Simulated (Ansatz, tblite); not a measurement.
**B(NMe2Et)H3 (C4H14BN): a ladder of methods and basis sets, part 1 of 2**

How do method and basis change the picture of B(NMe2Et)H3 (C4H14BN) (singlet)?

Program: Ansatz 0.2.0, Gaussian basis. Level of theory: as each input shows. These are calculated values, not measurements.

Levels to be run: GFN1-xTB, GFN2-xTB, PBE-D4/def2-TZVP, r2SCAN-D4/def2-TZVP, BLYP-D4/def2-TZVP, ωB97X-V/def2-TZVP, HSE06-D4/def2-TZVP, PBE-D4/def2-SVP, PBE0-D4/def2-SVP, HF/STO-3G, CCSD(T)/def2-SVP, MP2/def2-TZVP.

2 further runs of the same task are left out: 2 set aside as unsound or not needed. Runs told in other sessions of the task aren't counted.

## Step 1: The structure

The singlet was relaxed beforehand with PBE-D4/def2-SVP.

20 atoms, charge 0, spin multiplicity 1.

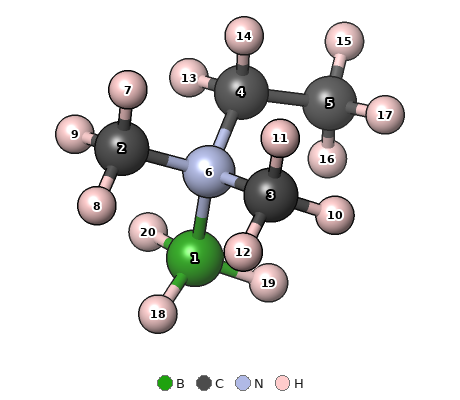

The geometry (boron green, carbon dark grey, nitrogen light blue, hydrogen pink); atoms are numbered from 1 in the order of the file.

Coordinates:

```csv
atom,x (Å),y (Å),z (Å)
B1,0.43059,-0.06603,-1.63446
C2,1.48350,-1.00366,0.48179
C3,0.73653,1.29468,0.51628
C4,-0.88787,-0.55851,0.57087
C5,-2.11357,0.25317,0.18394
N6,0.42508,-0.06915,0.01814
H7,1.50629,-1.04941,1.59154
H8,2.45811,-0.65880,0.09390
H9,1.27648,-2.00675,0.06750
H10,-0.01988,2.00425,0.14038
H11,0.75947,1.31307,1.62685
H12,1.72015,1.59566,0.11355
H13,-0.99334,-1.59677,0.19968
H14,-0.78407,-0.60500,1.67905
H15,-3.00933,-0.23296,0.61962
H16,-2.23321,0.29556,-0.91462
H17,-2.08081,1.29000,0.57465
H18,1.59671,0.18296,-1.95181
H19,-0.34316,0.81624,-2.00548
H20,0.07232,-1.19853,-1.97141
```

PBE0-D4/def2-TZVP was run before; its log isn't repeated, and its numbers join the tables.

## Step 2: GFN1-xTB

Tight binding, by tblite at 300 K electronic temperature and without a spin-polarisation term:

```python
tblite.interface.Calculator('GFN1-xTB', numbers, positions, charge=0, uhf=0).singlepoint()
```

Energy -559.5118 eV, HOMO -10.75 eV, LUMO -4.04 eV; 0.009 s.

## Step 3: GFN2-xTB

Tight binding, by tblite at 300 K electronic temperature and without a spin-polarisation term:

```python
tblite.interface.Calculator('GFN2-xTB', numbers, positions, charge=0, uhf=0).singlepoint()
```

Energy -540.4925 eV, HOMO -9.70 eV, LUMO -1.23 eV; 0.006 s.

## Step 4: PBE-D4/def2-TZVP

start.molden holds the orbitals of an earlier run on this state, given as this run's starting guess.

File in.yaml:

```yaml
crystal:
  periodic: [false, false, false]
  atoms:
    - {symbol: B, position_ang: [0.430588, -0.066025, -1.634461]}
    - {symbol: C, position_ang: [1.483502, -1.003656, 0.481790]}
    - {symbol: C, position_ang: [0.736530, 1.294682, 0.516283]}
    - {symbol: C, position_ang: [-0.887873, -0.558505, 0.570874]}
    - {symbol: C, position_ang: [-2.113568, 0.253167, 0.183939]}
    - {symbol: N, position_ang: [0.425083, -0.069150, 0.018142]}
    - {symbol: H, position_ang: [1.506287, -1.049406, 1.591539]}
    - {symbol: H, position_ang: [2.458110, -0.658801, 0.093904]}
    - {symbol: H, position_ang: [1.276477, -2.006753, 0.067500]}
    - {symbol: H, position_ang: [-0.019885, 2.004246, 0.140383]}
    - {symbol: H, position_ang: [0.759472, 1.313070, 1.626853]}
    - {symbol: H, position_ang: [1.720154, 1.595656, 0.113550]}
    - {symbol: H, position_ang: [-0.993337, -1.596768, 0.199678]}
    - {symbol: H, position_ang: [-0.784068, -0.605004, 1.679048]}
    - {symbol: H, position_ang: [-3.009331, -0.232959, 0.619617]}
    - {symbol: H, position_ang: [-2.233206, 0.295559, -0.914618]}
    - {symbol: H, position_ang: [-2.080811, 1.289997, 0.574653]}
    - {symbol: H, position_ang: [1.596707, 0.182956, -1.951805]}
    - {symbol: H, position_ang: [-0.343165, 0.816241, -2.005483]}
    - {symbol: H, position_ang: [0.072323, -1.198527, -1.971407]}
basis:
  gaussian: {orbitals: def2-TZVP, initial_orbitals: start.molden}
hamiltonian: {xc: pbe, dispersion: d4}
scf: {omitted_lower_state_checks: [starts]}
output: {forces: true, orbitals: {seedname: orbitals}}
```

Run with:

```
$ ansatz run in.yaml --threads 4 --pin off --events-out ev --progress --plain --max-ram 4787MiB
```

Standard output, shortened:

```text
Functional definition: PBE
  name "PBE"
  cite "Perdew, Burke & Ernzerhof, Phys. Rev. Lett. 77, 3865 (1996) doi:10.1103/PhysRevLett.77.3865"
  parent pbe
[...]
1660 factors; their error is unknown
[...]
mean field -6535.48107401 eV, -240.1744995616 hartree, gradient 2.0e-5 eV, S^2 0.000000; 0 other end points of the search recorded, 0 dependent functions left out
[...]
reference -6535.48112736 eV, -240.1745015224 hartree; 25, 25 occupied and 245, 245 virtual orbitals, 1660 factors
Total energy: -6535.93292146 eV, -240.1911046492 hartree
Atom 0 at     0.430588    -0.066025    -1.634461 Å, force    -0.001711     0.005904    -0.160298 eV/Å
Atom 1 at     1.483502    -1.003656     0.481790 Å, force     0.192595    -0.183305     0.084195 eV/Å
Atom 2 at     0.736530     1.294682     0.516283 Å, force     0.050875     0.271772     0.088309 eV/Å
Atom 3 at    -0.887873    -0.558505     0.570874 Å, force    -0.030684    -0.263925     0.217488 eV/Å
Atom 4 at    -2.113568     0.253167     0.183939 Å, force    -0.163123     0.161893    -0.093267 eV/Å
Atom 5 at     0.425083    -0.069150     0.018142 Å, force    -0.024495     0.014657    -0.159512 eV/Å
Atom 6 at     1.506287    -1.049406     1.591539 Å, force    -0.017394     0.025856    -0.276408 eV/Å
Atom 7 at     2.458110    -0.658801     0.093904 Å, force    -0.262231    -0.066610     0.100750 eV/Å
Atom 8 at     1.276477    -2.006753     0.067500 Å, force     0.033657     0.262892     0.102507 eV/Å
Atom 9 at    -0.019885     2.004246     0.140383 Å, force     0.188594    -0.203300     0.097260 eV/Å
Atom 10 at     0.759472     1.313070     1.626853 Å, force    -0.008441    -0.022959    -0.280186 eV/Å
Atom 11 at     1.720154     1.595656     0.113550 Å, force    -0.247688    -0.101976     0.102672 eV/Å
Atom 12 at    -0.993337    -1.596768     0.199678 Å, force     0.035524     0.268693     0.075048 eV/Å
Atom 13 at    -0.784068    -0.605004     1.679048 Å, force    -0.020563     0.028940    -0.272902 eV/Å
Atom 14 at    -3.009331    -0.232959     0.619617 Å, force     0.239138     0.112047    -0.110257 eV/Å
Atom 15 at    -2.233206     0.295559    -0.914618 Å, force     0.038386    -0.015670     0.310686 eV/Å
Atom 16 at    -2.080811     1.289997     0.574653 Å, force    -0.001204    -0.289573    -0.101365 eV/Å
Atom 17 at     1.596707     0.182956    -1.951805 Å, force    -0.256954    -0.056722     0.088664 eV/Å
Atom 18 at    -0.343165     0.816241    -2.005483 Å, force     0.176028    -0.195607     0.095683 eV/Å
Atom 19 at     0.072323    -1.198527    -1.971407 Å, force     0.079690     0.246992     0.090929 eV/Å
Dipole moment:    -0.057544     0.003965     1.000601 e Å
Checks for a lower state left out: starts
```

Run time: 4.5 s. Hardware: 4 threads of Arm Neoverse V1, shared host.

HOMO -6.22 eV, LUMO -0.08 eV.

## Step 5: r2SCAN-D4/def2-TZVP

Edit in.yaml of step 4 so:

```diff
@@ -25,4 +25,4 @@
   gaussian: {orbitals: def2-TZVP, initial_orbitals: start.molden}
-hamiltonian: {xc: pbe, dispersion: d4}
+hamiltonian: {xc: r2scan, dispersion: d4}
 scf: {omitted_lower_state_checks: [starts]}
-output: {forces: true, orbitals: {seedname: orbitals}}
+output: {orbitals: {seedname: orbitals}}
```

The command is unchanged.

Standard output:

```text
Functional definition: r2SCAN
  name "r2SCAN"
  cite "Furness, Kaplan, Ning, Perdew & Sun, J. Phys. Chem. Lett. 11, 8208 (2020) doi:10.1021/acs.jpclett.0c02405"
  cite "Furness, Kaplan, Ning, Perdew & Sun, J. Phys. Chem. Lett. 11, 9248 (2020) doi:10.1021/acs.jpclett.0c03077"
  parent r2scan
  parameter k0 = 0.174
  parameter k1 = 0.065
  parameter a1 = 4.9479
  exchange = r2scan_x(k0 = k0, k1 = k1, a1 = a1)
  correlation = r2scan_c
these checks for a lower state are left out or cut short: starts
1660 factors; their error is unknown
mean field evaluation 1: about -6540.8675 eV, gradient 5.3e0 eV
mean field evaluation 2: about -6540.9152 eV, gradient 4.2e-2 eV
mean field evaluation 4: about -6540.8622 eV, gradient 5.8e-4 eV
mean field -6540.86220245 eV, -240.3722523845 hartree, gradient 2.6e-5 eV, S^2 0.000000; 0 other end points of the search recorded, 0 dependent functions left out
reference -6540.86221765 eV, -240.3722529429 hartree; 25, 25 occupied and 245, 245 virtual orbitals, 1660 factors
Total energy: -6540.98361026 eV, -240.3767140393 hartree
Checks for a lower state left out: starts
```

Run time: 7 s. Hardware: 4 threads of Arm Neoverse V1, shared host.

From the report: HOMO -6.52 eV, LUMO 0.53 eV.

## Step 6: BLYP-D4/def2-TZVP

Edit in.yaml of step 5 so:

```diff
@@ -25,3 +25,3 @@
   gaussian: {orbitals: def2-TZVP, initial_orbitals: start.molden}
-hamiltonian: {xc: r2scan, dispersion: d4}
+hamiltonian: {xc: {name: BLYP}, dispersion: d4}
 scf: {omitted_lower_state_checks: [starts]}
```

Launched as before.

Standard output:

```text
Functional definition: BLYP
  name "BLYP"
  cite "Becke, Phys. Rev. A 38, 3098 (1988) doi:10.1103/PhysRevA.38.3098"
  cite "Lee, Yang & Parr, Phys. Rev. B 37, 785 (1988) doi:10.1103/PhysRevB.37.785"
  parameter beta = 0.0042
  parameter a = 0.04918
  parameter b = 0.132
  parameter c = 0.2533
  parameter d = 0.349
  exchange = b88_x(beta = beta)
  correlation = lyp_c(a = a, b = b, c = c, d = d)
these checks for a lower state are left out or cut short: starts
1660 factors; their error is unknown
mean field evaluation 1: about -6540.6892 eV, gradient 1.6e1 eV
mean field evaluation 2: about -6541.0116 eV, gradient 2.5e-1 eV
mean field evaluation 4: about -6540.9430 eV, gradient 8.4e-4 eV
mean field -6540.94300708 eV, -240.3752218999 hartree, gradient 1.5e-5 eV, S^2 0.000000; 0 other end points of the search recorded, 0 dependent functions left out
reference -6540.94345980 eV, -240.3752385371 hartree; 25, 25 occupied and 245, 245 virtual orbitals, 1660 factors
Total energy: -6541.94212595 eV, -240.4119388409 hartree
Checks for a lower state left out: starts
```

It took 3.6 s on 4 threads of Arm Neoverse V1, shared host.

From the report: HOMO -6.15 eV, LUMO -0.06 eV.

## Step 7: ωB97X-V/def2-TZVP

Edit in.yaml of step 6 so:

```diff
@@ -25,3 +25,3 @@
   gaussian: {orbitals: def2-TZVP, initial_orbitals: start.molden}
-hamiltonian: {xc: {name: BLYP}, dispersion: d4}
+hamiltonian: {xc: {name: wB97X-V}}
 scf: {omitted_lower_state_checks: [starts]}
```

Same command.

Standard output, shortened:

```text
Functional definition: wB97X-V
  name "wB97X-V"
  cite "Mardirossian & Head-Gordon, Phys. Chem. Chem. Phys. 16, 9904 (2014) doi:10.1039/C3CP54374A"
  cite "Becke, J. Chem. Phys. 107, 8554 (1997) doi:10.1063/1.475007"
  cite "Vydrov & Van Voorhis, J. Chem. Phys. 133, 244103 (2010) doi:10.1063/1.3521275"
[...]
      + integral(e_c_pw_opposite_spin*poly(b97_u_opposite, cos0, cos1)) + vv10(b, c)
[...]
1660 factors; their error is unknown
523 factors; integrals over basis functions are off by at most 1.1e-5 eV
[...]
mean field -6543.42743443 eV, -240.4665229208 hartree, gradient 7.3e-6 eV, S^2 0.000000; 0 other end points of the search recorded, 0 dependent functions left out
reference -6543.42743194 eV, -240.4665228293 hartree; 25, 25 occupied and 245, 245 virtual orbitals, 1660 factors
Total energy: -6543.42743194 eV, -240.4665228293 hartree
Checks for a lower state left out: starts
```

Run time: 13 s. Hardware: 4 threads of Arm Neoverse V1, shared host; peak memory 0.98 GiB.

HOMO -10.06 eV, LUMO 2.57 eV.

## Step 8: HSE06-D4/def2-TZVP

Edit in.yaml of step 7 so:

```diff
@@ -25,3 +25,3 @@
   gaussian: {orbitals: def2-TZVP, initial_orbitals: start.molden}
-hamiltonian: {xc: {name: wB97X-V}}
+hamiltonian: {xc: hse06, dispersion: d4}
 scf: {omitted_lower_state_checks: [starts]}
```

Launched as before.

Standard output, shortened:

```text
Functional definition: HSE06
  name "HSE06"
  cite "Heyd, Scuseria & Ernzerhof, J. Chem. Phys. 118, 8207 (2003) doi:10.1063/1.1564060"
  cite "Krukau, Vydrov, Izmaylov & Scuseria, J. Chem. Phys. 125, 224106 (2006) doi:10.1063/1.2404663"
  cite "Heyd & Scuseria, J. Chem. Phys. 120, 7274 (2004) doi:10.1063/1.1668634"
  cite "Ernzerhof & Perdew, J. Chem. Phys. 109, 3313 (1998) doi:10.1063/1.476928"
  cite "Perdew, Burke & Ernzerhof, Phys. Rev. Lett. 77, 3865 (1996) doi:10.1103/PhysRevLett.77.3865"
  parent pbe
[...]
  # The whole range is PBE's own exchange, as in plane waves. The composition of these papers is wPBEh.
[...]
1660 factors; their error is unknown
130 factors; integrals over basis functions are off by at most 2.9e-7 eV
[...]
mean field -6536.35290076 eV, -240.2065386040 hartree, gradient 7.7e-6 eV, S^2 0.000000; 0 other end points of the search recorded, 0 dependent functions left out
reference -6536.35295227 eV, -240.2065404966 hartree; 25, 25 occupied and 245, 245 virtual orbitals, 1660 factors
Total energy: -6536.70378450 eV, -240.2194333433 hartree
Checks for a lower state left out: starts
```

Run time: 5.5 s. Hardware: 4 threads of Arm Neoverse V1, shared host; peak memory 0.8 GiB.

Report: HOMO -7.15 eV, LUMO 0.36 eV.

(Continued in part 2 of 2.)
